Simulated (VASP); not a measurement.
Band structure of BaTe (rock salt). Calculation: PBE GGA, VASP's PBE PAW potentials (set 64) (plane waves; VASP).

Unless said otherwise, spin-orbit coupling is left out, though it shifts the bands of the heavy elements here.

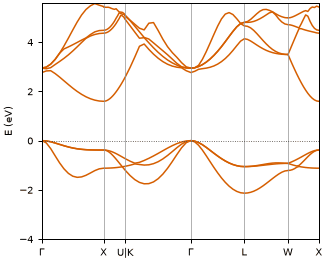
Figure. Bands along high-symmetry lines, zero at the valence-band maximum or, without a gap, the Fermi level

Problem. Read the plot: is there a gap, and where are the band edges?

Solution. The gap is indirect, 1.60 eV, from the valence maximum at Γ to the conduction minimum at X. (Edges off the drawn lines would not show.)

The compound is BaTe in the rock salt structure. It was relaxed first.
